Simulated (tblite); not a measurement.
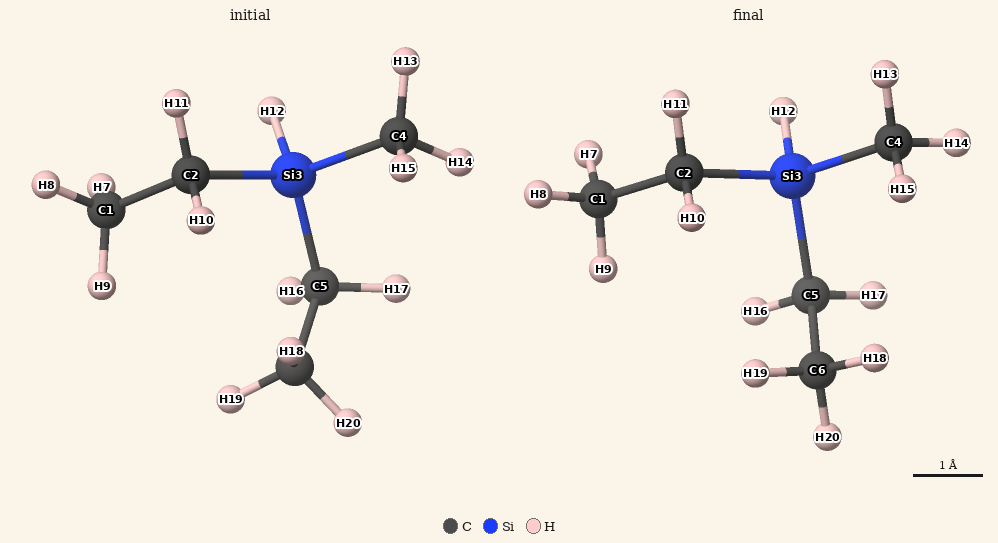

The structure of C5H14Si before (left) and after (right) a relaxation, at one scale.

Style: ball-and-stick. Shown at a tilt.

All numbers below come from GFN2-xTB geometry optimisation, gas phase (tblite 0.8.0). 

Q: Summarise the run.

A: H18 moves most after the best rigid fit: 1.27 Å. By element the largest moves are H 1.27 Å, C 0.39 Å, Si 0.07 Å. Among the contacts that change: Si3–C5 1.839 → 1.912 Å, C2–Si3 1.851 → 1.910 Å, C4–H15 1.130 → 1.086 Å, C5–C6 1.492 → 1.526 Å. Bond angles that change, for instance: H10–C2–H11 110.8° → 106.1°, C2–Si3–C4 113.1° → 108.8°, C2–Si3–H12 105.1° → 109.4°. Groups turn about C5–C6 by about 35°, Si3–C5 by about 30°, Si3–C4 by about 25°. After 151 geometry steps the energy has fallen by 55.1 kJ/mol.
